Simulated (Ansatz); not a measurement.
The crystal is NaCl (Halite).

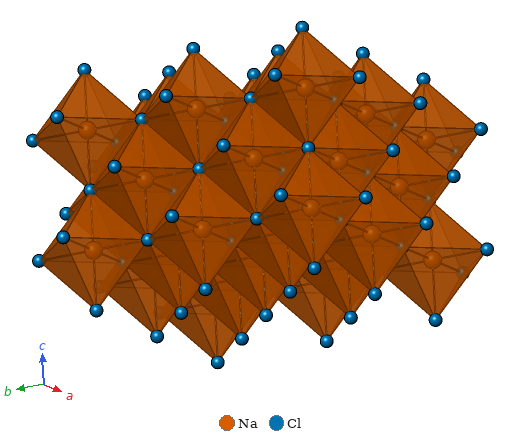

The structure (sodium orange, chlorine blue). 2×2×1 conventional cells are drawn. Some periodic images of atoms are drawn too.

It takes space group Fm-3m (No. 225, cubic). Conventional cell: a = 5.640 Å, b = 5.640 Å, c = 5.640 Å, α = 90.00°, β = 90.00°, γ = 90.00°. Nearest to Na lie 6 Cl at 2.82 Å. Nearest to Cl lie 6 Na at 2.82 Å. Farther neighbours and most contacts between anions are not listed.

```xyz
2
Lattice="0.0000 2.8201 2.8201 2.8201 0.0000 2.8201 2.8201 2.8201 0.0000" Properties=species:S:1:pos:R:3 pbc="T T T"
Na    0.0000    0.0000    0.0000
Cl    2.8201    2.8201    2.8201
```

The cell and positions come from the Crystallography Open Database and are kept as given unless a step says otherwise. PAW set soft_2, made with PBE.

Gaps computed with Ansatz 0.2.0 without a self-energy: PBE 5.11 eV, HSE06 6.48 eV, PBE0 7.21 eV and DDH-PBE0 8.49 eV. The mean ε∞ by PBE perturbation theory is 2.50.

**Question.** Estimate the G0W0@PBE gap with 6×6×6 mesh, 288 empty bands, screening to 200 eV, default PAW files.

About 7.95 eV: on its mesh the run moves the gap from 5.11 eV by +2.84 eV. Among the scalar-relativistic levels given, DDH-PBE0 is nearest (+0.54 eV). One-shot corrections scale roughly with one over ε∞, here 0.40. Bands and cutoff are finite, so the gap is not at the basis limit. The miss can reach some tenths of an eV and take either sign; the mesh is an error of its own.

[Paths, hosts, dates, memory and timing lines, banners, echoed tables and standing remarks are left out of the program output.]

[Logs are printed without paths, hosts, clocks, repeated set-up lines and the standing remarks that a program may print on its own settings, such as how far it seeks lower states.]

[Runs of the session that timed out or met a known fault of the program may be left out.]

[Cells called generated may have been cut or substituted from an entry of the Crystallography Open Database or the Materials Project.]

[Hosts, paths, dates, database ids (printed as entryN), source tags and the programs' standing remarks are cut or masked in the printed files.]
